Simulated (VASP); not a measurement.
Band structure of Re (hcp). These are PBE GGA, VASP's PBE PAW potentials (set 64) (plane waves; VASP 6.6.1) values and carry that method's errors.

Unless said otherwise, spin-orbit coupling is left out, though it shifts the bands of the heavy elements here.

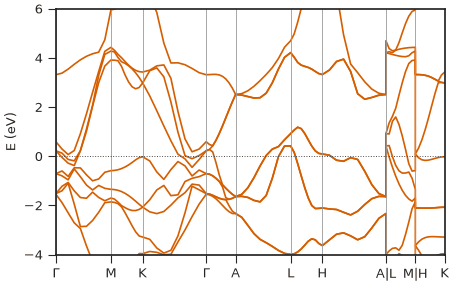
*Bands along high-symmetry lines, zero at the valence-band maximum or, without a gap, the Fermi level*

Problem. Read the plot: is there a gap, and where are the band edges?

Solution. It has no gap at this level: it comes out as a metal or semimetal. (Edges off the drawn lines would not show.)

The compound is Re in the hcp structure. It was relaxed first.
